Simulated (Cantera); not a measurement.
Charge: 1 mol SiC, 0.36 mol Si, 0.087 mol H₂, equilibrated at 1.20 bar.

Method: chemical equilibrium by Gibbs-energy minimisation in Cantera with the NASA 1993 tables (ideal gas, pure condensed phases). Candidate condensed phases: C, C₆H₆, C₇H₈, C₈H₁₈, Si, SiC; 87 gas species. Mutual solubility and eutectic melting of coexisting phases are not modelled. Gases not in the tables: Si₂H₆ and higher silanes. Kinetics and transport are ignored.

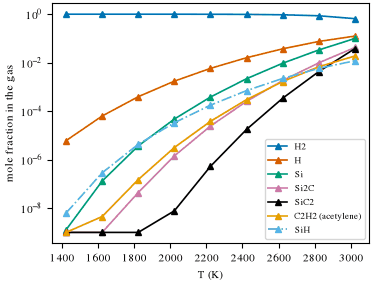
Figure. Equilibrium gas composition (values under 1e-9 drawn at 1e-9)

From 1423 K to 1623 K the condensed part is Si(s) + SiC(s). From 1823 K to 3023 K the condensed part is Si(l) + SiC(s). The main Si-bearing gas is SiH₄ at 1423 K and Si at 3023 K.
